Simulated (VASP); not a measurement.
Band structure of Br (space group Cmce). All values below come from PBE GGA, VASP's PBE PAW potentials (set 64) (plane waves; VASP 6.6.1).

Without a dispersion term in the relaxation, distances and binding between the weakly bound layers, chains or molecules are unreliable, and so is what depends on them.

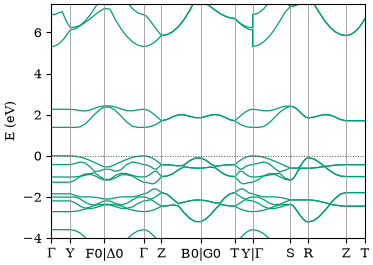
Figure. Bands along high-symmetry lines, zero at the valence-band maximum or, without a gap, the Fermi level

Q: Read the plot: is there a gap, and where are the band edges?

A: The gap is indirect, 1.38 eV, from the valence maximum at Γ to the conduction minimum at Γ-S at 0.14. (Edges off the drawn lines would not show.)

The structure comes from a measured Br entry (Cmce) of the Crystallography Open Database, whose conditions weren't checked. It was relaxed first, which changed the volume by -6 %.
